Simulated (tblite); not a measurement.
## C4H6AlClO2: saddle-point search

C4H6AlClO2, SMILES ClC1=CCC=[O+][AlH2-][O]1, computed with GFN2-xTB saddle search (eigenvector following) and harmonic vibrations, gas phase (tblite 0.8.0).

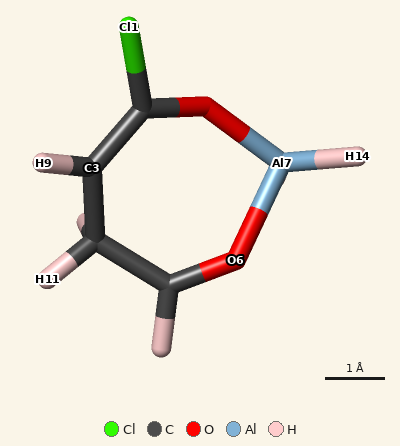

The starting structure (stick view, seen at a tilt; atoms are numbered from 1 in the order of the input). Sticks mark near contacts. Bond lengths as drawn: Al–H 1.53 to 1.55 Å, Al–O 1.71 to 1.91 Å, C–C 1.33 to 1.51 Å, C–Cl 1.74 Å, C–H 1.08 to 1.11 Å and C–O 1.22 to 1.30 Å.

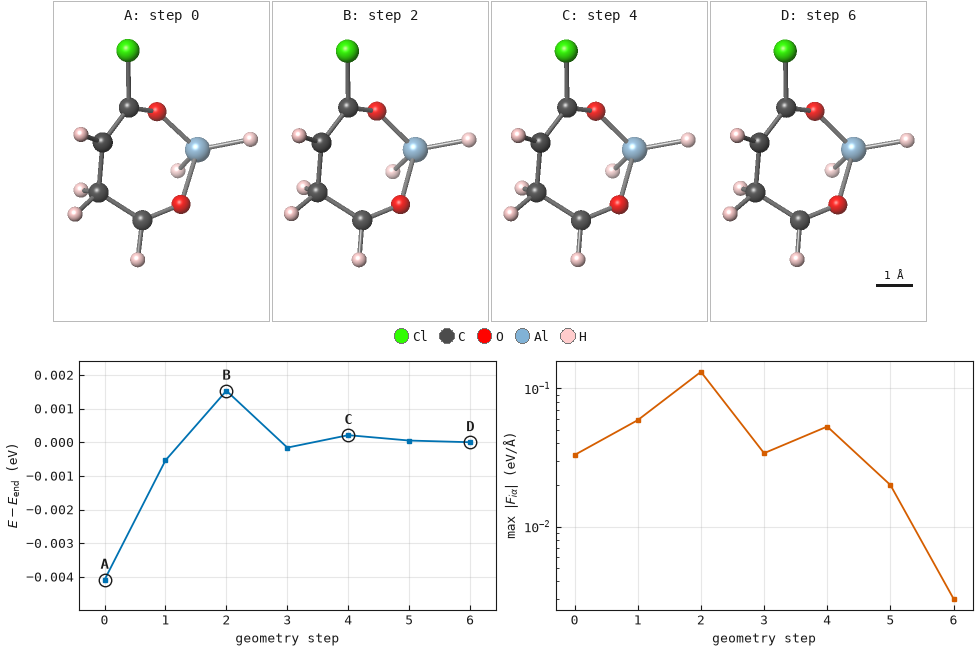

Frames of the saddle-point search (ball-and-stick view, seen at a tilt) above the curves, on which the letters mark them (steps are counted from 0).

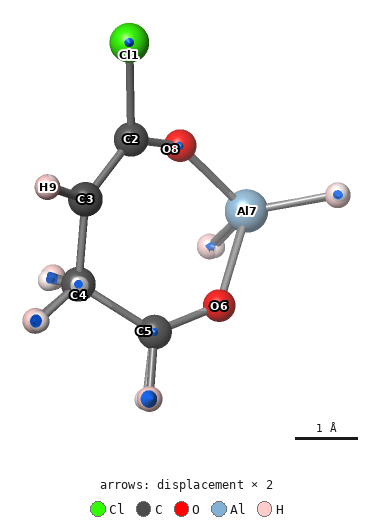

Start (faint) and end (solid) with the displacements as blue arrows, magnified 2 times (ball-and-stick view, seen at a tilt). The two geometries are laid on each other by the best rigid fit. Over 6 geometry steps the energy rises by 0.004 eV. Largest force component: 0.033 eV/Å at the start, 0.003 eV/Å at the end. The atom that moves furthest after the best rigid fit is H12 (0.21 Å). Largest moves by element: H 0.21 Å, Cl 0.06 Å, C 0.05 Å, O 0.05 Å, Al 0.03 Å. Among the contacts that change: O6–Al7 1.905 → 1.914 Å, C3–C4 1.507 → 1.512 Å. (Atoms are counted from 1 in the order of the input.)

The input and output of the run follow.

### Input file
```
{"job": {"xc": "GFN2-xTB", "basis": "xTB", "kind": "saddle"}, "charge": 0, "multiplicity": 1}
Cl    -1.918039     2.534143     1.108715
C     -0.994198     1.249549     0.381329
C     -1.478546     0.006574     0.428074
C     -0.811545    -1.180045    -0.218480
C      0.622522    -1.461052     0.029694
O      1.503280    -0.653266     0.272963
Al     1.784203     1.145541    -0.288172
O      0.143486     1.619261    -0.136963
H     -2.434821    -0.172159     0.886513
H     -0.800245    -1.013264    -1.311548
H     -1.402173    -2.079086    -0.041211
H      0.913675    -2.518607    -0.104123
H      2.132103     0.768992    -1.748809
H      2.740299     1.753419     0.742017
```

The first line tells a small driver script what to run in tblite; the rest is the geometry in Å.

Command:
```bash
OMP_NUM_THREADS=1 python <driver script> task.json out
```

### Log
```
step      E/eV     max force
  0    -692.33531   0.0372
  1    -692.33176   0.0623
  2    -692.32969   0.1410
  3    -692.33138   0.0355
  4    -692.33101   0.0549
  5    -692.33117   0.0206
  6    -692.33122   0.0037
lowest wavenumbers (cm-1): -136.4 65.8 112.2 172.6 201.4 244.9
```

### Trajectory as extended XYZ (Å, eV, eV/Å), 7 frames, from step=0 to step=6
```
14
Properties=species:S:1:pos:R:3:forces:R:3 step=0 energy=-692.33531
Cl   -1.9180    2.5341    1.1087   -0.0040   0.0030  -0.0060
C    -0.9942    1.2495    0.3813   -0.0200  -0.0310   0.0050
C    -1.4785    0.0066    0.4281    0.0130   0.0330  -0.0030
C    -0.8115   -1.1800   -0.2185    0.0020  -0.0040   0.0020
C     0.6225   -1.4611    0.0297   -0.0190  -0.0180  -0.0110
O     1.5033   -0.6533    0.2730    0.0180   0.0170   0.0030
Al    1.7842    1.1455   -0.2882    0.0010   0.0010   0.0020
O     0.1435    1.6193   -0.1370    0.0140   0.0050  -0.0010
H    -2.4348   -0.1722    0.8865   -0.0070   0.0010  -0.0030
H    -0.8002   -1.0133   -1.3115   -0.0080  -0.0090   0.0050
H    -1.4022   -2.0791   -0.0412    0.0050  -0.0010   0.0120
H     0.9137   -2.5186   -0.1041    0.0020   0.0010  -0.0110
H     2.1321    0.7690   -1.7488    0.0000   0.0050   0.0020
H     2.7403    1.7534    0.7420    0.0030  -0.0040   0.0040
14
Properties=species:S:1:pos:R:3:forces:R:3 step=1 energy=-692.33176
Cl   -1.9312    2.5200    1.1407    0.0010  -0.0010  -0.0050
C    -0.9993    1.2479    0.4018    0.0000  -0.0120  -0.0010
C    -1.4799    0.0037    0.4228    0.0060   0.0010  -0.0020
C    -0.7992   -1.1678   -0.2426    0.0110  -0.0230  -0.0430
C     0.6224   -1.4653    0.0609   -0.0120  -0.0300  -0.0110
O     1.5072   -0.6570    0.2864   -0.0110  -0.0120  -0.0050
Al    1.7749    1.1422   -0.3032   -0.0020   0.0010   0.0010
O     0.1431    1.6262   -0.1024    0.0070  -0.0070   0.0010
H    -2.4391   -0.1895    0.8696    0.0050   0.0030  -0.0020
H    -0.7412   -0.9539   -1.3278   -0.0100  -0.0180   0.0580
H    -1.4055   -2.0662   -0.1186    0.0320   0.0350   0.0030
H     0.9032   -2.5343   -0.0059   -0.0200   0.0590  -0.0020
H     2.0757    0.7385   -1.7693    0.0020   0.0070   0.0110
H     2.7689    1.7556    0.6878   -0.0090  -0.0060  -0.0040
14
Properties=species:S:1:pos:R:3:forces:R:3 step=2 energy=-692.32969
Cl   -1.9324    2.5047    1.1772    0.0020  -0.0050  -0.0060
C    -1.0024    1.2442    0.4169    0.0020  -0.0110  -0.0020
C    -1.4792   -0.0010    0.4192    0.0110  -0.0190  -0.0040
C    -0.7881   -1.1556   -0.2706    0.0290  -0.0420  -0.0890
C     0.6190   -1.4682    0.0898   -0.0270  -0.0690  -0.0180
O     1.5068   -0.6599    0.2999   -0.0220  -0.0240  -0.0090
Al    1.7634    1.1384   -0.3202    0.0000  -0.0030  -0.0030
O     0.1390    1.6293   -0.0865    0.0080  -0.0070   0.0040
H    -2.4340   -0.2091    0.8677    0.0060   0.0000   0.0010
H    -0.6878   -0.8940   -1.3439   -0.0150  -0.0310   0.1160
H    -1.4070   -2.0523   -0.1984    0.0620   0.0730  -0.0020
H     0.8878   -2.5453    0.0923   -0.0490   0.1320   0.0070
H     2.0360    0.7068   -1.7852    0.0010   0.0090   0.0110
H     2.7789    1.7620    0.6418   -0.0090  -0.0050  -0.0050
14
Properties=species:S:1:pos:R:3:forces:R:3 step=3 energy=-692.33138
Cl   -1.9318    2.5147    1.1507    0.0000   0.0000  -0.0030
C    -0.9994    1.2463    0.4061    0.0010  -0.0040  -0.0010
C    -1.4789    0.0021    0.4210    0.0030   0.0000   0.0000
C    -0.7959   -1.1649   -0.2520    0.0050  -0.0110  -0.0170
C     0.6208   -1.4665    0.0681    0.0000  -0.0150  -0.0040
O     1.5089   -0.6586    0.2801   -0.0080  -0.0090  -0.0040
Al    1.7723    1.1428   -0.3096    0.0000   0.0000   0.0010
O     0.1431    1.6272   -0.0966    0.0030  -0.0030   0.0000
H    -2.4368   -0.1954    0.8682    0.0020   0.0020   0.0000
H    -0.7300   -0.9392   -1.3326   -0.0060  -0.0080   0.0230
H    -1.4046   -2.0621   -0.1389    0.0120   0.0130   0.0040
H     0.8946   -2.5379    0.0330   -0.0100   0.0340  -0.0020
H     2.0676    0.7383   -1.7761    0.0020   0.0040   0.0040
H     2.7699    1.7532    0.6787   -0.0030  -0.0020   0.0000
14
Properties=species:S:1:pos:R:3:forces:R:3 step=4 energy=-692.33101
Cl   -1.9321    2.5073    1.1655    0.0010  -0.0010  -0.0020
C    -0.9999    1.2441    0.4120    0.0020  -0.0010  -0.0010
C    -1.4777   -0.0004    0.4192    0.0030  -0.0050   0.0010
C    -0.7917   -1.1608   -0.2653    0.0080  -0.0100  -0.0180
C     0.6187   -1.4683    0.0790    0.0090  -0.0200   0.0000
O     1.5108   -0.6606    0.2731   -0.0150  -0.0190  -0.0060
Al    1.7685    1.1434   -0.3189    0.0000  -0.0020   0.0000
O     0.1422    1.6285   -0.0896    0.0010  -0.0040   0.0020
H    -2.4334   -0.2042    0.8680    0.0020   0.0010   0.0000
H    -0.7121   -0.9162   -1.3401   -0.0040  -0.0060   0.0190
H    -1.4049   -2.0565   -0.1701    0.0090   0.0110   0.0010
H     0.8836   -2.5432    0.0876   -0.0140   0.0530   0.0020
H     2.0563    0.7358   -1.7859    0.0010   0.0030   0.0010
H     2.7716    1.7511    0.6652   -0.0010  -0.0010   0.0000
14
Properties=species:S:1:pos:R:3:forces:R:3 step=5 energy=-692.33117
Cl   -1.9320    2.5059    1.1662    0.0000   0.0000   0.0000
C    -0.9992    1.2433    0.4125    0.0010   0.0010   0.0000
C    -1.4771   -0.0011    0.4186    0.0010  -0.0010   0.0010
C    -0.7916   -1.1612   -0.2675    0.0020  -0.0020   0.0000
C     0.6179   -1.4684    0.0793    0.0130  -0.0020   0.0020
O     1.5121   -0.6612    0.2647   -0.0110  -0.0130  -0.0040
Al    1.7691    1.1447   -0.3210    0.0000  -0.0010   0.0000
O     0.1431    1.6281   -0.0882    0.0000  -0.0010   0.0010
H    -2.4325   -0.2054    0.8678    0.0000   0.0000   0.0000
H    -0.7141   -0.9163   -1.3413    0.0000   0.0010  -0.0030
H    -1.4043   -2.0564   -0.1707   -0.0020  -0.0030   0.0010
H     0.8794   -2.5427    0.1010   -0.0040   0.0200   0.0030
H     2.0586    0.7435   -1.7891    0.0010   0.0010   0.0000
H     2.7706    1.7473    0.6677    0.0000   0.0000   0.0010
14
Properties=species:S:1:pos:R:3:forces:R:3 step=6 energy=-692.33122
Cl   -1.9321    2.5075    1.1610    0.0000   0.0000   0.0000
C    -0.9981    1.2435    0.4104    0.0000   0.0000   0.0000
C    -1.4768   -0.0005    0.4183    0.0000   0.0000   0.0000
C    -0.7939   -1.1643   -0.2645    0.0000  -0.0010  -0.0010
C     0.6184   -1.4687    0.0744    0.0010   0.0020   0.0000
O     1.5146   -0.6614    0.2486   -0.0030  -0.0020  -0.0010
Al    1.7719    1.1477   -0.3208    0.0000   0.0000   0.0000
O     0.1449    1.6280   -0.0886    0.0000   0.0000   0.0000
H    -2.4331   -0.2022    0.8666    0.0000   0.0000   0.0000
H    -0.7264   -0.9283   -1.3410    0.0000   0.0000   0.0020
H    -1.4049   -2.0596   -0.1558    0.0010   0.0020   0.0000
H     0.8792   -2.5423    0.1020    0.0000   0.0010   0.0000
H     2.0684    0.7606   -1.7908    0.0000   0.0000   0.0010
H     2.7680    1.7399    0.6802   -0.0010  -0.0010  -0.0010
```

### Summary

- outcome: converged
- total energy: −692.3312 eV
- point group: C1
- hardware: 1 CPU thread, shared host
- wall time: 3.1 s
- peak memory: 0.2 GiB
